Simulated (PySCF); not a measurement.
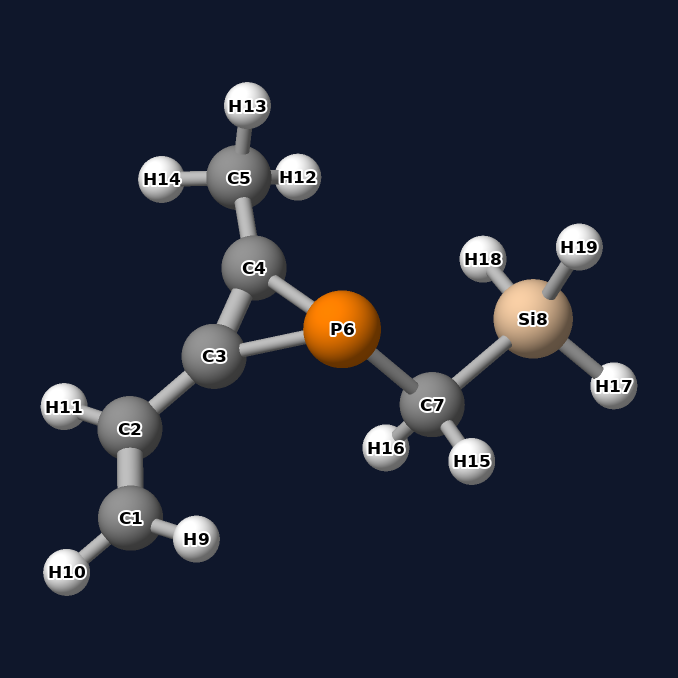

The thickness of each stick grows with its Mayer bond order. The computed structure is the end point of a GFN2-xTB optimisation. No frequency run is at hand to confirm it as a minimum. Level of theory: PBE0/pcSseg-1 (PySCF 2.14.0).

List the Mayer bond orders of C1–C2, C2–C3, C3–C4, C3–P6, C4–C5, C4–P6, P6–C7, C7–Si8 (bonds between heavy atoms, one of each equivalent set).

```
  bond  Mayer order  length (Å)
 C1–C2         1.90       1.330
 C2–C3         1.10       1.423
 C3–C4         1.57       1.321
 C3–P6         0.87       1.843
 C4–C5         1.12       1.469
 C4–P6         0.89       1.837
 P6–C7         0.91       1.878
C7–Si8         0.90       1.902
```

The geometry is semi-empirical. Around P, Si such bond lengths and angles can be off by a tenth of an ångström or more and by several degrees, and values that hang on the shape move with them.
